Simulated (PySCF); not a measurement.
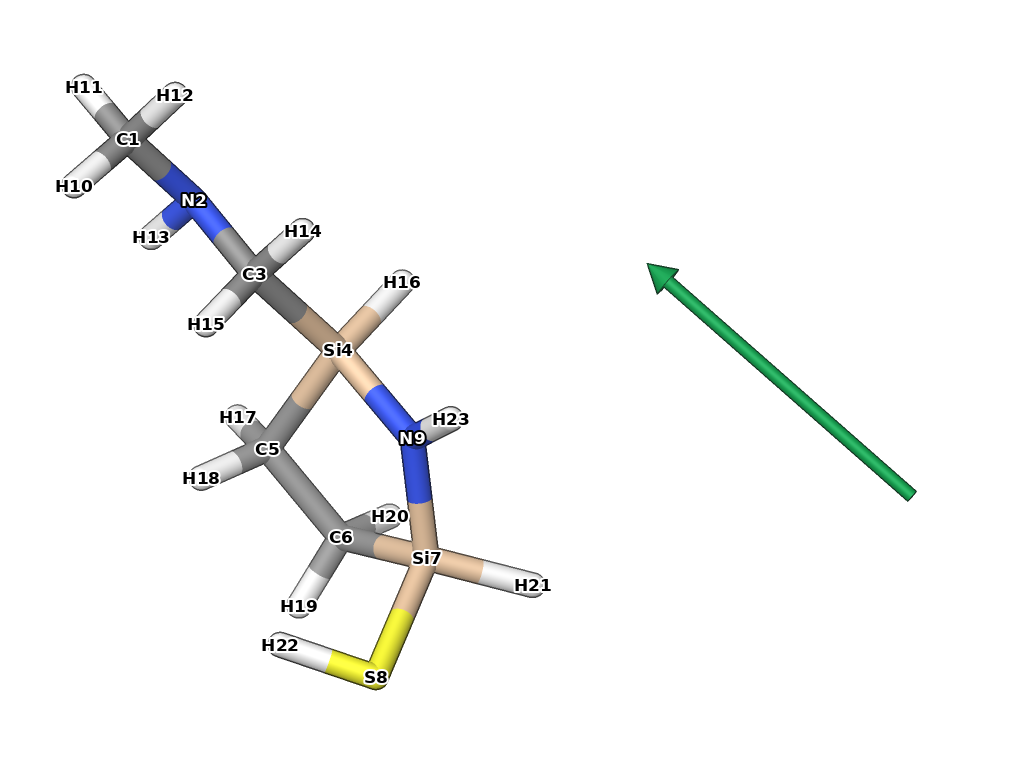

The arrow beside the molecule shows the direction of the dipole moment, from the negative to the positive end (its length means nothing). The geometry was computed by an optimisation with GFN2-xTB. No frequency run is at hand to confirm it as a minimum. Method: PBE0/pcSseg-1, gas phase (PySCF 2.14.0).

Question: How large is the dipole moment?

Answer: 2.16 D; it points from the side of H21 to the side of H11 (the outermost atoms at the two ends).

The geometry is semi-empirical. Around Si such bond lengths and angles can be off by a tenth of an ångström or more and by several degrees, and values that hang on the shape move with them.
